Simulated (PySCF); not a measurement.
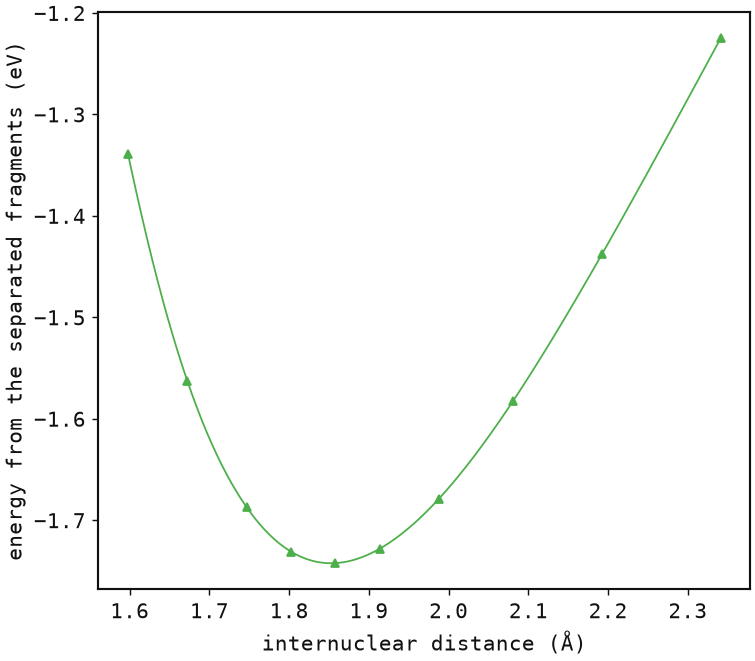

Bond curve of LiN, triplet (excess alpha electrons: πx +1, πy +1). M06-2X/pcseg-2 in PySCF 2.14.0, UKS. One reference determinant with the occupation held, the lowest that a PBE0 search over spins and occupations found; no spin-orbit coupling. Zero is the separated fragments in their ground configurations, without counterpoise. 2 further points of the run are not drawn.

**What constants does a Dunham fit to the curve give (main isotopes)?**

re = 1.853 Å, ωe = 699 cm⁻¹, ωexe = 6.8 cm⁻¹, De = 1.74 eV, Be = 1.05 cm⁻¹.

**How stiff is the bond?**

The force constant is 1.35 mdyn/Å, which gives ωe = 699 cm⁻¹.

**Give the computed points.**

| r (Å) | E (eV) |
| --- | --- |
| 1.598 | −1.34 |
| 1.672 | −1.56 |
| 1.747 | −1.69 |
| 1.802 | −1.73 |
| 1.858 | −1.74 |
| 1.914 | −1.73 |
| 1.988 | −1.68 |
| 2.081 | −1.58 |
| 2.192 | −1.44 |
| 2.341 | −1.23 |

Note: lowest determinant of a PBE0 search, another state may lie lower.
